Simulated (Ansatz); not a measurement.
Molecule (SMILES): [S]=[Ge] (S-Ge) (closed-shell singlet).
Atoms: Ge1, S2. Bonds: Ge1-S2.

Basis-set convergence of the optimised Ge1-S2 bond length at HF with Ansatz (a first-principles code). Cartesian d functions, on some or all atoms, in 3-21G, 6-31G**, 6-311G**; all else is spherical. The program fits the integrals of some runs and decomposes those of others, by size. No added dispersion term, no relativity. Reference: the value in pcseg-4, 1.9953 Å, itself unsure by roughly 0.0007 Å (its mean distance from aug-pcseg-3, aug-cc-pV(Q+d)Z, cc-pV(5+d)Z). Deviations are taken from unrounded values.

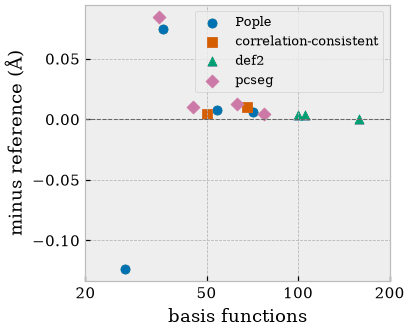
Figure: Deviation from the reference against the number of basis functions, by family of sets.

```tsv
basis	functions	optimised Ge1-S2 bond length (Å)	minus reference (Å)
STO-3G	27	1.8719	-0.1233
pcseg-0	35	2.0796	0.0844
3-21G	36	2.0696	0.0743
pcseg-1	45	2.0050	0.0097
cc-pV(D+d)Z	50	1.9996	0.0044
6-31G**	54	2.0026	0.0074
aug-pcseg-1	63	2.0082	0.0130
aug-cc-pV(D+d)Z	68	2.0055	0.0103
6-311G**	71	2.0012	0.0060
pcseg-2	77	1.9992	0.0040
def2-TZVPD	100	1.9984	0.0032
def2-TZVPPD	105	1.9984	0.0031
def2-QZVPP	159	1.9954	0.0002
```
